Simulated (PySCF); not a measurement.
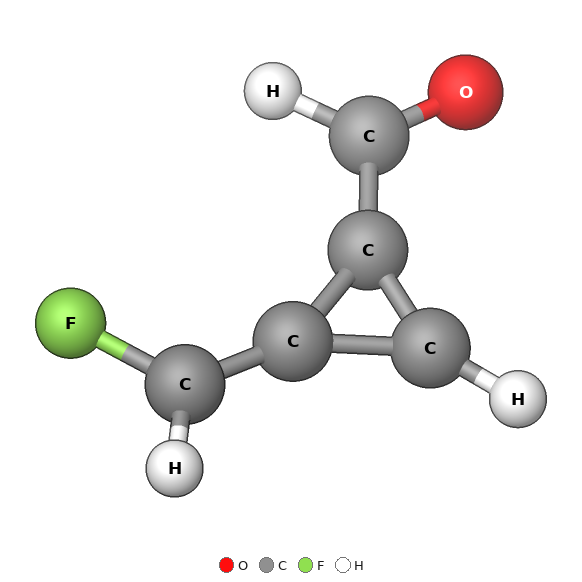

The computed structure is the end point of a GFN2-xTB optimisation. No frequency run is at hand to confirm it as a minimum. Properties computed with CAM-B3LYP/def2-SVPD, gas phase (PySCF 2.14.0). Excitations: vertical, linear response.

Computed properties:

The species is C5H3FO (`O=CC1=CC/1=C/F`).
- dipole moment: 2.48 D
- HOMO energy (Kohn–Sham orbital): −7.90 eV
- LUMO energy (Kohn–Sham orbital): −1.92 eV
- HOMO–LUMO gap: 5.98 eV
- mean static polarisability: 65.7 bohr³
- lowest vertical singlet excitation: 3.17 eV
- its oscillator strength: 0.083
- brightest of the 8 lowest singlets: 6.59 eV
- its oscillator strength: 0.35
